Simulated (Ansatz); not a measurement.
# Ga2H6S2: basis-set convergence

Aim: see how fast density functionals converge with the basis set for Ga2H6S2.

The runs use Ansatz 0.2.0, Gaussian basis; one geometry, several basis sets.

The runs, in order: PBE0-D4/def2-SVP; ωB97M-V/def2-SVP; PBE0-D4/def2-QZVPP; ωB97M-V/def2-QZVPP; the functionals' def2-TZVPP values are taken from earlier runs.

## 1. The relaxed structure

All runs share one geometry, relaxed beforehand with PBE0-D4 in a triple-zeta def2 set.

SMILES `[SH+]1[GaH2-][SH+][GaH2-]1`, 10 atoms, charge 0, spin multiplicity 1.

Atoms are counted from 1 here; the program's logs count them from 0.

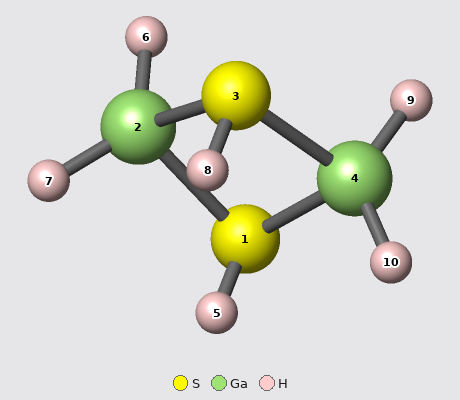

The structure; sulfur yellow, gallium green, hydrogen pink; atoms are numbered from 1 in the order of the file.

## 2. PBE0-D4 in def2-SVP

in.yaml

```yaml
crystal:
  periodic: [false, false, false]
  atoms:
    - {symbol: S, position_ang: [-0.542065, 1.329630, -1.015540]}
    - {symbol: Ga, position_ang: [0.733145, -0.687089, -1.306165]}
    - {symbol: S, position_ang: [0.474872, -1.401503, 0.974346]}
    - {symbol: Ga, position_ang: [-1.195427, 0.324527, 1.067897]}
    - {symbol: H, position_ang: [0.465206, 2.058906, -0.508101]}
    - {symbol: H, position_ang: [-0.182553, -1.634516, -2.138548]}
    - {symbol: H, position_ang: [2.226654, -0.296894, -1.533851]}
    - {symbol: H, position_ang: [1.475243, -0.653687, 1.468273]}
    - {symbol: H, position_ang: [-2.545395, -0.395112, 0.770078]}
    - {symbol: H, position_ang: [-0.826581, 1.304640, 2.224612]}
basis:
  gaussian: {orbitals: def2-SVP}
hamiltonian: {xc: pbe0, dispersion: d4}
output: {orbitals: {seedname: orbitals}}
```

Run with:

```
$ ansatz run in.yaml --threads 4 --pin off --events-out ev --progress --plain --max-ram 11315MiB
```

The runs that follow: ωB97M-V in def2-SVP; PBE0-D4 in def2-QZVPP; ωB97M-V in def2-QZVPP.

**Question.** What will the summary of the whole plan be? Wanted: PBE0-D4: double and triple zeta above quadruple; ωB97M-V: double and triple zeta above quadruple.

As calculated:

```
                                       quantity           value
PBE0-D4: double and triple zeta above quadruple  23.99, 3.02 eV
ωB97M-V: double and triple zeta above quadruple  23.79, 2.93 eV
```

PBE0-D4 gains 20.97 eV from double to triple zeta, then 3.02 eV more. These are total energies; as a rule much of such shifts cancels in differences, which this series doesn't test. The LUMO of ωB97M-V is positive and keeps falling with the basis (1.27 to 0.75 eV): an unbound level that the basis holds in place.
